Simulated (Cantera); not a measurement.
Feed: 1 mol Al, a varied amount of HCl, 81 mol H2, held at 2223.15 K and 0.00180 bar.

These are equilibrium values from Cantera (NASA tables, ideal gas, pure condensed phases), not measurements of a reactor. Candidate condensed phases: Al, AlCl3; 12 gas species. The tables' values for AlCl2 are old estimates; treat these amounts as uncertain. Equilibrium is a limit: real reactors are often held back by kinetics, nucleation or transport.

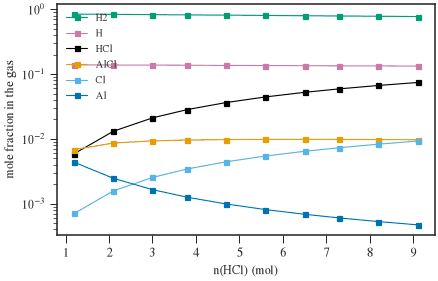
*Equilibrium gas composition (values under 1e-9 drawn at 1e-9)*

**Question.** Read off the mole fractions at 9.1 mol HCl.

**Answer.** H2 about 0.77, H about 0.13, HCl about 0.074, AlCl about 0.0097, Cl about 0.0093, Al about 0.00047.
